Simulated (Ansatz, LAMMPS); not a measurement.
# Forces and charges in amorphous poly(p-phenylene) (as short chains C38H30) at 300 K (204 atoms), part 2 of 2

What does DFT give for amorphous poly(p-phenylene) (as short chains C38H30) at 300 K (204 atoms) as built?

Ansatz 0.2.0; Kohn-Sham DFT, PBE+D4, PAW (set soft_2), plane waves.

The cell: 114 C and 90 H. The network of contacts between molecules at the start is that of the classical potential that made the cell. The density was typed from a rule of thumb and may lie off the real one at this temperature. Only the Γ point is sampled, in a cell whose shortest periodic width is 12 Å.

So far. Step 3 (Plane-wave single point): Between -18 and -10 eV lie 154 more states.

## 3. Plane-wave single point (continued)

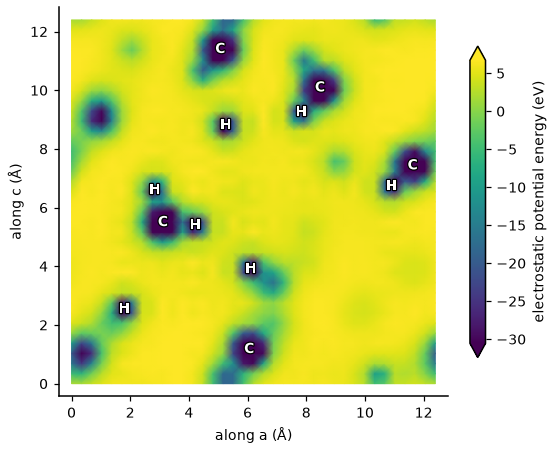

Electrostatic potential energy in the ac plane at fractional y = 0.131, with atoms of C and H within 0.2 Å of it. With pseudopotentials it is smooth inside the atoms' cores, unlike the true potential. The map starts off the cell's origin, so that atoms lie inside it.

Mean Löwdin charges: C -0.09, H +0.19 e (they miss 1.1 % of the electrons, so they add up to more than the cell's charge). The largest share in the top eV of filled states is C p (98 % of the projected weight), and in the lowest eV of empty states C p (97 % of the projected weight).

## 4. Distances and neighbours

Bonds and neighbours are counted at the geometry of the runs.

Density 1.27 g/cm³, 9.343 Å³ an atom.

Pair distribution functions g(r), in bins of 0.2 Å:

```csv
r (Å),total,C-C,C-H,H-H
1.00,2.08,0.00,4.22,0.00
1.20,0.72,0.00,1.46,0.00
1.40,2.35,7.54,0.00,0.00
1.60,0.07,0.15,0.00,0.14
1.80,0.18,0.00,0.00,0.95
2.00,0.38,0.00,0.62,0.36
2.20,1.19,0.05,2.00,1.00
2.40,1.46,3.13,0.02,2.42
2.60,0.80,0.43,1.00,0.91
2.80,0.94,0.87,1.04,0.82
3.00,0.71,0.28,0.84,1.06
3.20,0.73,0.26,0.98,0.85
3.40,1.21,0.60,1.73,0.88
3.60,0.88,0.91,0.88,0.81
3.80,1.31,1.26,1.45,1.03
4.00,0.94,0.85,1.06,0.79
4.20,1.08,1.15,1.00,1.17
4.40,1.07,1.18,0.99,1.08
4.60,1.08,1.02,1.11,1.10
4.80,1.05,1.09,1.02,1.04
5.00,1.04,0.98,1.07,1.06
5.20,0.95,1.07,0.90,0.89
5.40,0.89,0.88,0.91,0.87
5.60,0.95,0.93,0.99,0.87
5.80,1.00,1.10,0.95,0.96
6.00,0.93,0.94,0.94,0.92
```

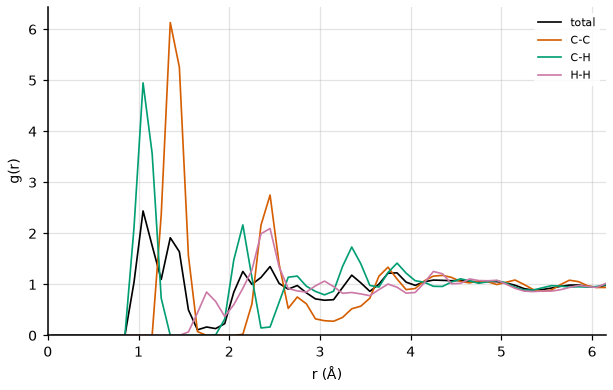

Pair distribution functions, lightly smoothed.

Bonds by pair of elements; cutoffs follow the first minimum of g(r), held within bounds set by covalent radii, and pairs that aren't listed don't count as bonded:

```csv
pair A-B,cutoff (Å),bonds,mean length (Å),spread (Å),shortest (Å),B about A,A about B
C-C,1.85,129,1.40,0.039,1.33,2.26,2.26
C-H,1.34,90,1.08,0.027,1.03,0.789,1
```

How many atoms have how many bonded neighbours:

```csv
element,mean,1,3,4
C,3.05,0,108,6
H,1,90,0,0
```

Bond angles (no mean is given where the spread exceeds 20°):

```csv
angle,count,mean (°),spread (°)
C-C-C,180,120,2.7
C-C-H,162,118,4.6
H-C-H,18,108,4.3
```

Bond length by coordination (bonds to H left out):

```csv
element,coordination,atoms,mean bond length (Å)
C,3,108,1.40
C,4,6,1.49
```

Rings of the network by King's shortest-path rule, up to 12 atoms, one path for each pair of neighbours; H, halogens, alkali and alkaline-earth atoms are left out, and the last column divides by all other atoms, bonded or not:

```csv
ring size (atoms),rings,per network atom
6,18,0.158
```

With the cutoffs above, 95 % of C atoms have 3 and all H atoms have 1 bonded neighbour. The C-C-C angle averages 120° with a spread of 3°. All rings counted have 6 atoms.

Local excerpt of 13 atoms (numbers count through the whole input) about C99, which bears the longest force; x, y, z are measured from there.

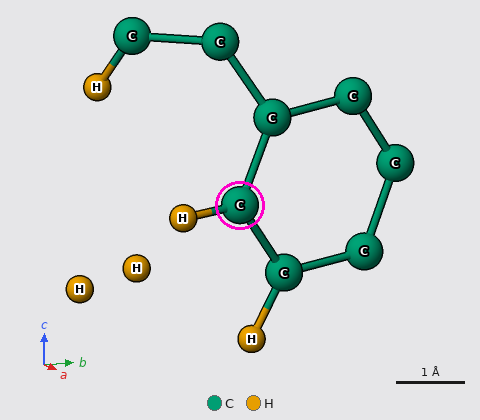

The atoms of the table, within 3.0 Å (arrows a, b, c point along x, y, z); some may hide others; the central atom is ringed.

```csv
atom,x,y,z,distance (Å),bonds,Löwdin charge (e),Fx,Fy,Fz (eV/Å)
C99,0.00,0.00,0.00,0.00,3,-0.16,-1.47,3.12,-1.38
H129,0.33,-0.97,-0.10,1.03,1,0.20,0.49,-1.98,-0.45
C94,-0.09,0.53,1.27,1.38,3,0.05,-0.72,1.81,-0.37
C98,-0.46,0.82,-1.11,1.45,3,-0.13,1.49,-2.01,0.89
H128,-0.61,0.37,-2.09,2.21,1,0.17,0.25,0.22,0.18
C97,-0.75,2.15,-0.89,2.44,3,0.03,-0.71,-0.82,-0.12
C95,-0.49,1.89,1.47,2.45,3,-0.13,0.88,-2.14,0.60
C91,-0.06,-0.29,2.44,2.45,3,0.04,-0.05,0.73,-2.22
H116,-0.66,-2.26,-1.24,2.66,1,0.18,0.36,1.65,0.04
C96,-0.78,2.64,0.40,2.78,3,-0.10,-0.36,2.44,-0.36
H124,-1.46,-1.75,1.62,2.80,1,0.18,0.62,0.39,0.40
C92,-0.81,-1.41,2.46,2.95,3,-0.13,-1.03,-2.86,0.02
H175,-2.55,-0.80,-1.27,2.96,1,0.18,0.39,-0.02,0.74
```

The column of bonds counts only the pairs C-C within 1.85 Å, C-H within 1.34 Å; other neighbours, such as metal atoms beside each other in a compound, aren't counted, and periodic images can show an atom twice.

## 5. Summary of results

- free energy per atom: -147.2736 eV/atom
- pressure: 4.733 GPa
- r.m.s. force component: 0.9383 eV/Å
- gap (highest filled to lowest empty level): 2.391 eV
- wall time of the 1 DFT run: 26 s

In words: Between filled and empty levels lie 2.39 eV (at Γ alone); a semilocal functional tends to put such gaps too low. It is the spacing of short capped chains, not of the long polymer. In a disordered cell it changes from sample to sample, and tail or defect levels can set it. With the cutoffs above, 95 % of C atoms have 3 and all H atoms have 1 bonded neighbour.

**Limits.** The force components of 0.94 eV/Å r.m.s. reflect the temperature of the frame as well as the gap between the generating potential and DFT, above all in bond lengths inside molecules. The pressure of 4.7 GPa is that of one thermal frame, in which the classical model's bond lengths enter as well as the volume, without the kinetic term and with the strain of bonds inside molecules.

[Logs are printed without paths, hosts, clocks, repeated set-up lines and the standing remarks that a program may print on its own settings, such as how far it seeks lower states.]

[Hosts, paths, dates, database ids (printed as entryN), source tags and the programs' standing remarks are cut or masked in the printed files.]
